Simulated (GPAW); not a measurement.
# Ni K edge of BeNi (Pm-3m): cell size and cost

How large a supercell does the Ni K edge of BeNi (Pm-3m) need, and what does it cost? The absorber has 8 Be at 2.24 Å and 6 Ni at 2.59 Å (cube and octahedron, as in bcc, site symmetry m-3m).

The runs were made apart and are set side by side; the one with the holes farthest apart serves as the reference. All curves get a further Gaussian of 1.5 eV full width, so that line shapes and meshes matter less.

## Step 1: Cost and result by level

| run | hole distance (Å) | k mesh | core time | raw zero (eV) | zero less the added terms (eV) | r.m.s. from the reference after the best shift (%) |
| --- | --- | --- | --- | --- | --- | --- |
| GPAW LDA, 18 atoms | 5.8 | 4×4×4 | 39 min | 8312.3 | 8312.3 | 2 |
| GPAW LDA, 32 atoms | 7.3 | 4×4×4 | 2.3 h | 8312.2 | 8312.2 | - |

Times are from shared hosts. The zero: total-energy differences, nothing else added; LDA puts this hole about 18 eV below PBE, itself good to a few eV.

```csv
E (eV),"GPAW LDA, 18 atoms","GPAW LDA, 32 atoms"
-2.0,0.01,0.01
-0.5,0.21,0.21
1.0,0.69,0.72
2.5,0.65,0.66
4.0,0.48,0.46
5.5,0.78,0.76
7.0,0.86,0.88
8.5,0.84,0.85
10.0,0.84,0.83
11.5,0.76,0.80
13.0,0.89,0.85
14.5,1.11,1.08
16.0,1.41,1.41
17.5,1.73,1.68
19.0,1.89,1.93
20.5,1.98,1.98
22.0,2.04,2.03
23.5,1.82,1.86
25.0,1.35,1.40
26.5,0.91,0.96
28.0,0.77,0.78
29.5,0.83,0.82
31.0,0.91,0.90
```

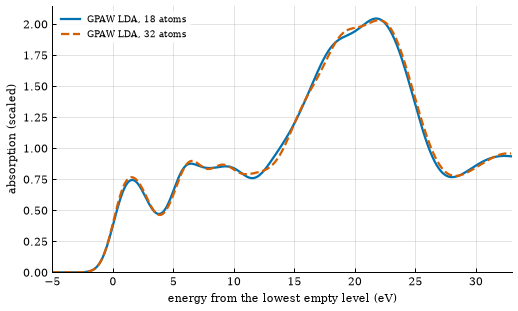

The spectra after the common broadening.

## Step 2: Reading

The smallest cell differs from the reference by 2 % r.m.s. after a shift of 0.0 eV at 0.27 of its cost, so it already gives the shape. Its highest intensity below 24 eV lies at 21.8 eV against 22.0 eV. Whether the reference itself is converged wasn't tested.

The hole lies in one spin channel, while the script sums the empty states of both and takes the lower zero; where the two channels are split, this blurs and shifts the curve. Quadrupole 1s→3d transitions, which feed the pre-edge, are not in the dipole spectrum. The starting moments shrank to 0.00 μB or less, so this is hardly a magnetic state. Lifetime broadening is put in by hand, and intensities beyond about 20 eV depend on it. Meshes are coarse enough for small ripples in BeNi (Pm-3m) and BeNi (Pm-3m). Some cells keep the holes under 6.5 Å apart, so shapes are probably not fully converged. The structures are entries of the Materials Project (computed), used as given.

[Logs are printed without paths, hosts, clocks, repeated set-up lines and the standing remarks that a program may print on its own settings, such as how far it seeks lower states.]

[Hosts, paths, dates, database ids (printed as entryN), source tags and the programs' standing remarks are cut or masked in the printed files.]
